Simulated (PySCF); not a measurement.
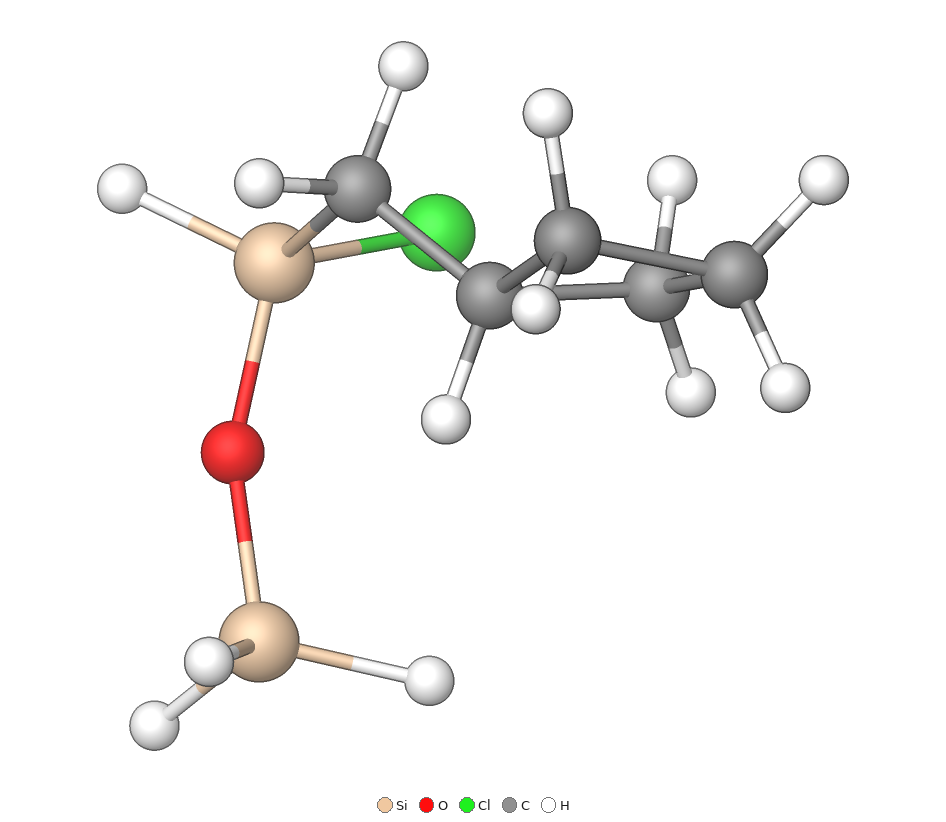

Computed geometry: GFN2-xTB optimisation. No frequency run is at hand to confirm it as a minimum. Properties computed with PBE0/pcSseg-1, gas phase (PySCF 2.14.0).

What does the calculation give?

The species is C₅H₁₃ClOSi₂ (`[SiH3]O[Si@H](Cl)CC1CCC1`).
- dipole moment: 1.86 D
- HOMO energy (Kohn–Sham orbital): −7.89 eV
- LUMO energy (Kohn–Sham orbital): 0.15 eV
- HOMO–LUMO gap: 8.04 eV

The geometry is semi-empirical. Around Si such bond lengths and angles can be off by a tenth of an ångström or more and by several degrees, and values that hang on the shape move with them.
